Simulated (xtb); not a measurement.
**Molecular dynamics of Si3H6O**

The run: molecular dynamics of Si3H6O, SMILES O[SiH]1[SiH2][SiH2]1. Method and program: GFN1-xTB (xtb 6.7.1 later snapshot).

The starting geometry was optimised with GFN1-xTB.

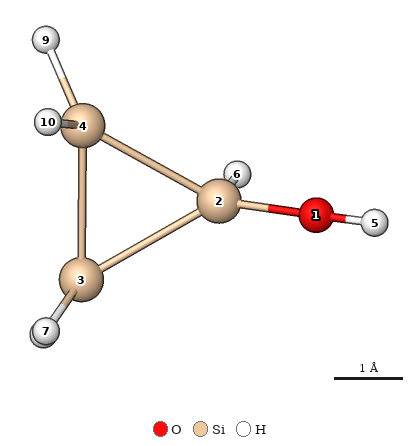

*The structure as given in the input (ball-and-stick view, seen at a tilt; atoms are numbered from 1 in the order of the input).*

Bond lengths as drawn: H–O 0.95 Å, H–Si 1.47 Å, O–Si 1.62 Å and Si–Si 2.36 to 2.38 Å.

Input file (input.xyz)
```
10

O     -1.57823700     0.85675300    -1.78099200
Si    -0.91125500     0.36446800    -0.39327000
Si     0.36291900    -1.46250100     0.39049800
Si     1.05679000     0.76690800     0.84742200
H     -2.00362400     1.15295700    -2.57631300
H     -1.96769500     0.48323700     0.62862400
H      1.40176400    -2.06821700    -0.46205700
H     -0.01805400    -2.66130600     1.15773700
H      1.31288800     1.60560700     2.03142300
H      2.34449500     0.96208400     0.15692800
```

File input.inp
```
$md
   temp=300
   time=0.2
   step=0.25
   dump=20
   hmass=1
   shake=0
   nvt=false
$end
```

Launch command:
```bash
xtb input.xyz -I input.inp --gfn 1 --md --uhf 0 --parallel 1 | tee xtb.out
```

What the program printed
```
* xtb version 6.7.1
   ID    Z sym.   atoms
    1    8 O      1
    2   14 Si     2-4
    3    1 H      5-10

           -------------------------------------------------
          |                Calculation Setup                |
           -------------------------------------------------

          program call               : xtb input.xyz -I input.inp --gfn 1 --md --uhf 0 --parallel 1
          coordinate file            : input.xyz
          omp threads                :                     1

           -------------------------------------------------
          |                 G F N 1 - x T B                 |
           -------------------------------------------------

      * Hamiltonian:
        H0-scaling (s, p, d)           1.850000    2.250000    2.000000
        zeta-weighting                 0.000000
      * Dispersion:
        s8                             2.400000
        a1                             0.630000
        a2                             5.000000
        s9                             0.000000
      * Repulsion:
        kExp                           1.500000
        rExp                           1.000000
      * Coulomb:
        alpha                          2.000000
        third order                    atomic
        anisotropic                    false
      * Halogen bond correction:
        rad-scale                      1.300000
        damping                        0.440000

          ...................................................
          :                      SETUP                      :
          :.................................................:
          :  # basis functions                  46          :
          :  # atomic orbitals                  43          :
          :  # shells                           23          :
          :  # electrons                        24          :
          :  # halogen bonds                     0          :
          :  max. iterations                   250          :
          :  Hamiltonian                  GFN1-xTB          :
          :  restarted?                      false          :
          :  GBSA solvation                  false          :
          :  PC potential                    false          :
          :  electronic temp.          300.0000000     K    :
          :  accuracy                    1.0000000          :
          :  -> integral cutoff          0.2500000E+02      :
          :  -> integral neglect         0.1000000E-07      :
          :  -> SCF convergence          0.1000000E-05 Eh   :
          :  -> wf. convergence          0.2000000E-04 e    :
          :  Broyden damping             0.4000000          :
          :  net charge                          0          :
          :  unpaired electrons                  0          :
          ...................................................

 iter      E             dE          RMSdq      gap      omega  full diag
   1    -13.5719268 -0.135719E+02  0.594E+00    2.83       0.0  T
   2    -13.5928236 -0.208967E-01  0.343E+00    2.78       1.0  T
   3    -13.5937297 -0.906184E-03  0.485E-01    2.73       1.0  T
   4    -13.5943614 -0.631679E-03  0.143E-01    2.75       1.0  T
   5    -13.5944407 -0.792498E-04  0.491E-02    2.76       1.0  T
   6    -13.5944655 -0.248153E-04  0.142E-02    2.76       2.2  T
   7    -13.5944658 -0.362917E-06  0.210E-03    2.76      15.1  T
   8    -13.5944659 -0.124256E-07  0.461E-04    2.76      68.6  T
   9    -13.5944659 -0.136162E-08  0.250E-05    2.76    1264.7  T
  10    -13.5944659 -0.652456E-11  0.479E-06    2.76    6608.4  T

   *** convergence criteria satisfied after 10 iterations ***

         #    Occupation            Energy/Eh            Energy/eV
      -------------------------------------------------------------
         1        2.0000           -0.7840931             -21.3363
       ...           ...                  ...                  ...
         6        2.0000           -0.5592482             -15.2179
         7        2.0000           -0.5277449             -14.3607
         8        2.0000           -0.4635066             -12.6127
         9        2.0000           -0.4564616             -12.4210
        10        2.0000           -0.4387938             -11.9402
        11        2.0000           -0.3746067             -10.1936
        12        2.0000           -0.3721510             -10.1267 (HOMO)
        13                         -0.2708574              -7.3704 (LUMO)
        14                         -0.2273761              -6.1872
        15                         -0.2175157              -5.9189
        16                         -0.1821499              -4.9566
        17                         -0.1619584              -4.4071
       ...                                ...                  ...
        43                          2.1949349              59.7272
      -------------------------------------------------------------
                  HL-Gap            0.1012936 Eh            2.7563 eV
             Fermi-level           -0.3215042 Eh           -8.7486 eV

 SCC (total)                   0 d,  0 h,  0 min,  0.010 sec
 SCC setup                      ...        0 min,  0.000 sec (  0.790%)
 Dispersion                     ...        0 min,  0.000 sec (  0.386%)
 classical contributions        ...        0 min,  0.000 sec (  0.085%)
 integral evaluation            ...        0 min,  0.002 sec ( 23.125%)
 iterations                     ...        0 min,  0.003 sec ( 34.420%)
 molecular gradient             ...        0 min,  0.004 sec ( 39.462%)
 printout                       ...        0 min,  0.000 sec (  1.591%)

         :::::::::::::::::::::::::::::::::::::::::::::::::::::
         ::                     SUMMARY                     ::
         :::::::::::::::::::::::::::::::::::::::::::::::::::::
         :: total energy             -13.494546567170 Eh    ::
         :: gradient norm              0.000053266570 Eh/a0 ::
         :: HOMO-LUMO gap              2.756339155193 eV    ::
         ::.................................................::
         :: SCC energy               -13.594465862521 Eh    ::
         :: -> electrostatic           0.036924005232 Eh    ::
         :: repulsion energy           0.103570474981 Eh    ::
         :: dispersion energy         -0.003651179629 Eh    ::
         :: halogen bond corr.         0.000000000000 Eh    ::
         :: add. restraining           0.000000000000 Eh    ::
         :: total charge              -0.000000000000 e     ::
         :::::::::::::::::::::::::::::::::::::::::::::::::::::

           -------------------------------------------------
          |                Property Printout                |
           -------------------------------------------------

    * Orbital Energies and Occupations

         #    Occupation            Energy/Eh            Energy/eV
      -------------------------------------------------------------
         1        2.0000           -0.7840931             -21.3363
         2        2.0000           -0.6576304             -17.8950
         3        2.0000           -0.6312700             -17.1777
         4        2.0000           -0.5858267             -15.9412
         5        2.0000           -0.5611957             -15.2709
         6        2.0000           -0.5592482             -15.2179
         7        2.0000           -0.5277449             -14.3607
         8        2.0000           -0.4635066             -12.6127
         9        2.0000           -0.4564616             -12.4210
        10        2.0000           -0.4387938             -11.9402
        11        2.0000           -0.3746067             -10.1936
        12        2.0000           -0.3721510             -10.1267 (HOMO)
        13                         -0.2708574              -7.3704 (LUMO)
        14                         -0.2273761              -6.1872
        15                         -0.2175157              -5.9189
        16                         -0.1821499              -4.9566
        17                         -0.1619584              -4.4071
        18                         -0.1595382              -4.3413
        19                         -0.1554749              -4.2307
        20                         -0.1332820              -3.6268
        21                         -0.1097847              -2.9874
        22                         -0.0713361              -1.9412
        23                         -0.0560947              -1.5264
       ...                                ...                  ...
        43                          2.1949349              59.7272
      -------------------------------------------------------------
                  HL-Gap            0.1012936 Eh            2.7563 eV
             Fermi-level           -0.3215042 Eh           -8.7486 eV

  Mulliken/CM5 charges         n(s)   n(p)   n(d)
     1     -0.49174 -0.66922   1.630  4.862  0.000
     2      0.27503  0.18714   1.196  1.683  0.846
     3      0.09437 -0.07261   1.367  2.039  0.500
     4      0.09410 -0.07288   1.367  2.039  0.500
     5      0.37069  0.54783   0.629  0.000  0.000
     6     -0.06439  0.02456   1.064  0.000  0.000
     7     -0.07072  0.01311   1.071  0.000  0.000
     8     -0.06832  0.01447   1.068  0.000  0.000
     9     -0.06829  0.01451   1.068  0.000  0.000
    10     -0.07074  0.01309   1.071  0.000  0.000

Wiberg/Mayer (AO) data.
largest (>0.10) Wiberg bond orders for each atom

 ---------------------------------------------------------------------------
     #   Z sym  total        # sym  WBO       # sym  WBO       # sym  WBO
 ---------------------------------------------------------------------------
     1   8      2.309 --     2      1.439     5      0.830
     2  14      4.551 --     1      1.439     4      1.047     3      1.047
                             6      0.862
     3  14      4.085 --     4      1.069     2      1.047     8      0.901
                             7      0.898
     4  14      4.085 --     3      1.069     2      1.047     9      0.901
                            10      0.898
     5   1      0.864 --     1      0.830
     6   1      0.992 --     2      0.862
     7   1      0.991 --     3      0.898
     8   1      0.992 --     3      0.901
     9   1      0.992 --     4      0.901
    10   1      0.991 --     4      0.898
 ---------------------------------------------------------------------------

Topologies differ in total number of bonds
Writing topology from bond orders to xtbtopo.mol

 dipole moment from electron density (au)
     X       Y       Z
  -0.7466   0.3934  -0.7819  total (Debye):    2.924

           -------------------------------------------------
          | TOTAL ENERGY              -13.494546567170 Eh   |
          | GRADIENT NORM               0.000053266570 Eh/α |
          | HOMO-LUMO GAP               2.756339155193 eV   |
           -------------------------------------------------
           -------------------------------------------------
          |               Molecular Dynamics                |
           -------------------------------------------------
 trajectories on xtb.trj or xtb.trj.<n>

 MD time /ps        :    0.20
 dt /fs             :    0.25
 SCC accuracy       :    2.00
 temperature /K     :  300.00
 max steps          :   800
 block length (av.) :  5000
 dumpstep(trj) /fs  :   20.00    80
 dumpstep(coords)/fs: 1000.00  4000
 H atoms mass (amu) :     1
 # deg. of freedom  :    30
 SHAKE off
         time (ps)    <Epot>      Ekin   <T>   T     Etot       error
      0    0.00      0.00000   0.0798    0.    0.   -13.41474   -0.0000
    200    0.05    -13.39025   0.0416  770.  876.   -13.42198    0.0016
    400    0.10    -13.42530   0.0171  806.  361.   -13.42103    0.0006
    600    0.15    -13.43656   0.0318  809.  670.   -13.41999   -0.0005
 average properties
 Epot               :  -13.441061671822066
 Epot (accurate SCC):  -13.457590782474419
 Ekin               :   3.7341046147778216E-002
 Etot               :  -13.403720625674289
 T                  :   786.09205917403995
 normal exit of md()

------------------------------------------------------------------------
------------------------------------------------------------------------
 total:
 *  cpu-time:     0 d,  0 h,  0 min,  6.591 sec
 * ratio c/w:     1.000 speedup
 SCF:
 *  cpu-time:     0 d,  0 h,  0 min,  0.010 sec
 * ratio c/w:     1.000 speedup
 MD:
 *  cpu-time:     0 d,  0 h,  0 min,  6.574 sec
 * ratio c/w:     1.000 speedup
```

Standard error
```
normal termination of xtb
```

Trajectory as extended XYZ (Å, eV, eV/Å), 10 frames, from step=0 to step=9
```
10
Properties=species:S:1:pos:R:3 step=0 time_fs=0.0 energy=-367.20532
O    -1.5782    0.8568   -1.7810
Si   -0.9113    0.3645   -0.3933
Si    0.3629   -1.4625    0.3905
Si    1.0568    0.7669    0.8474
H    -2.0036    1.1530   -2.5763
H    -1.9677    0.4832    0.6286
H     1.4018   -2.0682   -0.4621
H    -0.0181   -2.6613    1.1577
H     1.3129    1.6056    2.0314
H     2.3445    0.9621    0.1569
10
Properties=species:S:1:pos:R:3 step=1 time_fs=20.0 energy=-365.78121
O    -1.6079    0.9401   -1.7212
Si   -0.8992    0.3112   -0.3792
Si    0.3145   -1.4912    0.4236
Si    1.0573    0.7675    0.7808
H    -1.0599    1.3198   -2.4642
H    -2.1547    0.2153    0.4168
H     1.6453   -1.2835   -0.4334
H     0.5793   -2.7105    0.8915
H     0.9470    2.1541    1.2048
H     2.5667    0.6860    0.8586
10
Properties=species:S:1:pos:R:3 step=2 time_fs=40.0 energy=-366.34480
O    -1.5167    1.0621   -1.7563
Si   -0.9893    0.2254   -0.4370
Si    0.3528   -1.5454    0.4884
Si    1.0801    0.8225    0.8069
H    -1.8624    1.3507   -2.6507
H    -1.6562    0.9076    0.7595
H     1.4569   -1.4144   -0.7050
H     0.4828   -2.9640    0.6347
H     0.9039    1.9935    1.7216
H     2.5513    0.9448    0.3476
10
Properties=species:S:1:pos:R:3 step=3 time_fs=60.0 energy=-366.19349
O    -1.4716    1.0675   -1.8001
Si   -0.9621    0.2424   -0.4415
Si    0.4192   -1.5002    0.4970
Si    1.0286    0.8235    0.7765
H    -2.3893    1.2854   -1.8595
H    -2.1731    0.5092    0.4413
H     1.1098   -2.1487   -0.7584
H    -0.3953   -2.7764    1.0326
H     1.3972    0.9239    2.2745
H     2.4224    1.1615    0.4157
10
Properties=species:S:1:pos:R:3 step=4 time_fs=80.0 energy=-366.50935
O    -1.5217    0.9920   -1.7466
Si   -0.9237    0.2940   -0.4192
Si    0.4445   -1.4444    0.3707
Si    0.9944    0.7389    0.8214
H    -1.7622    1.5860   -2.4035
H    -2.0055    0.0433    0.5337
H     1.0159   -2.7548    0.1983
H    -0.5393   -1.8127    1.7486
H     1.2305    1.1656    2.2732
H     2.0086    1.2951    0.0006
10
Properties=species:S:1:pos:R:3 step=5 time_fs=100.0 energy=-365.67077
O    -1.5812    0.9853   -1.7571
Si   -0.9736    0.3297   -0.3716
Si    0.4784   -1.5014    0.2595
Si    1.0473    0.7139    0.9256
H    -1.0638    0.9938   -2.5534
H    -2.3547    0.2892    0.0624
H     0.9507   -2.6478    0.8984
H    -0.6493   -1.1431    1.6005
H     1.1391    2.0599    1.5349
H     1.8422    1.3778   -0.1657
10
Properties=species:S:1:pos:R:3 step=6 time_fs=120.0 energy=-366.17291
O    -1.4207    0.8965   -1.8570
Si   -1.1178    0.4087   -0.3114
Si    0.4982   -1.4964    0.2932
Si    1.0839    0.7476    0.8951
H    -1.7496    1.3776   -2.6786
H    -2.3085   -0.0943    0.3891
H     1.2109   -2.7776    0.5550
H    -0.8945   -2.0425    1.0622
H     1.3745    1.5647    2.0526
H     2.1242    1.0212   -0.1866
10
Properties=species:S:1:pos:R:3 step=7 time_fs=140.0 energy=-366.46674
O    -1.3282    0.8518   -1.8521
Si   -1.0477    0.4037   -0.3185
Si    0.4371   -1.4281    0.3619
Si    0.9900    0.6882    0.8515
H    -2.1163    1.3278   -2.2330
H    -2.3783    0.4781    0.4134
H     1.3567   -2.0699   -0.7484
H     0.0483   -2.4325    1.3874
H     1.8305    1.0474    1.9773
H     1.9237    1.3034   -0.1872
10
Properties=species:S:1:pos:R:3 step=8 time_fs=160.0 energy=-366.31960
O    -1.3550    0.8636   -1.7961
Si   -0.9842    0.3445   -0.2928
Si    0.3529   -1.4647    0.3529
Si    0.9839    0.7592    0.8551
H    -1.2967    0.9616   -2.7305
H    -2.1113    0.9447    0.4900
H     0.8806   -1.7591   -1.1166
H     0.8795   -2.6482    0.7239
H     1.4804    1.6954    1.9431
H     2.0168    0.9657   -0.1650
10
Properties=species:S:1:pos:R:3 step=9 time_fs=180.0 energy=-365.90977
O    -1.3573    0.8243   -1.8116
Si   -1.0702    0.3653   -0.2576
Si    0.3264   -1.5497    0.3123
Si    1.0967    0.8426    0.8367
H    -0.7846    0.7467   -2.5190
H    -2.2910    0.4229    0.5270
H     1.3922   -1.0737   -0.7307
H     0.1043   -2.9490    0.4281
H     0.9569    2.1162    1.6909
H     2.4970    0.9879    0.6670
```

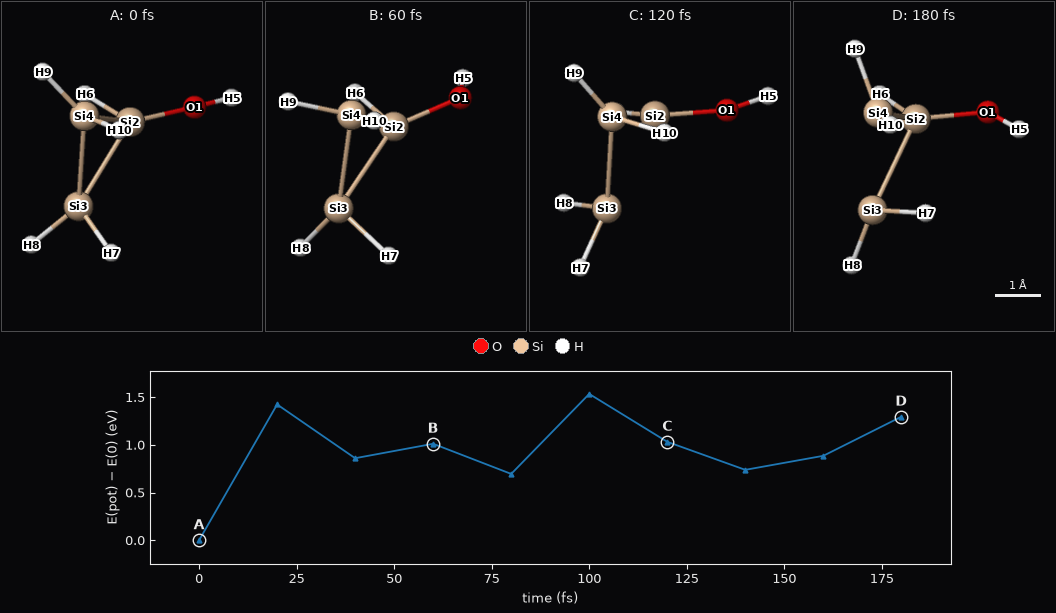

*Frames of the molecular dynamics (ball-and-stick, seen at a tilt) above the curves, on which the letters mark them.*

The trajectory kept here has 10 frames over 180 fs. The potential energy ends 1.296 eV above its first value. After an unweighted best fit of the last frame on the first, the root-mean-square displacement is 0.57 Å, and H5 has moved furthest (1.05 Å).

Summary

```tsv
quantity	value
outcome	finished
trajectory	10 frames kept, 180 fs
electrons treated	24
potential energy (first step)	−13.494547 hartree
dispersion energy (first step)	−0.003651 hartree
basis functions (first step)	46
hardware	1 thread of Arm Neoverse V1, 24 GiB of memory available, shared host
wall time	6.6 s
peak memory	0.073 GiB
```

Settings chosen away from the usual ones: method = gfn1-xtb; task = md; geo = {"prev": "A"}; x = {"md_temperature": 300, "md_time": 0.2, "time_step": 0.25, "md_dump": 20, "hydrogen_mass": 1, "shake": 0, "nvt": "false"}. So short a trajectory is not equilibrated.
